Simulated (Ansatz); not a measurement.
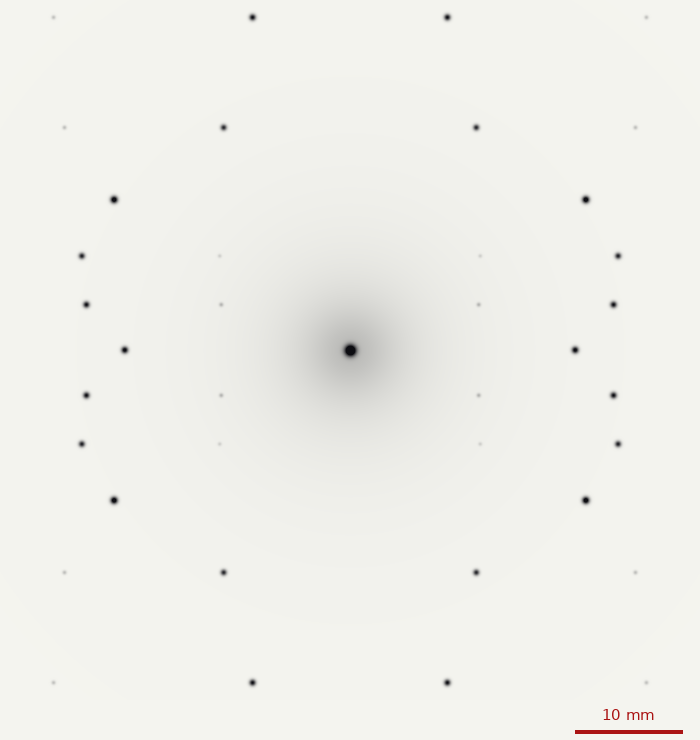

Simulated X-ray rotation photograph: Fe Kα radiation (λ = 1.9373 Å), cylindrical film of radius 28.65 mm unrolled, rotation axis vertical and normal to the beam, kinematic intensities without Lorentz or polarisation factors, the film spanning ±63° about the beam; spots down to d = 1.74 Å.

What lattice repeat along the rotation axis do the layer lines give?

Answer. The first layer line lies 4.3 mm from the equator, so tan ν = 0.149, sin ν = 0.148 and the period is λ/sin ν = 13.13 Å. Further lines follow at 8.8, 14.1, 20.9, 31.3 mm.

The crystal is CdCu₄I, space group F-43m (No. 216), a = 7.580 Å. Structure: the end point of a relaxation (final pressure about -4.9 GPa) with DFT, PAW plane waves, pbe in Ansatz 0.2.0; the starting structure was generated, so it need not be a known form of this composition.

About which axis was it rotated?

Answer. About [111] (or an equivalent direction), whose length in the conventional cell is 13.129 Å.
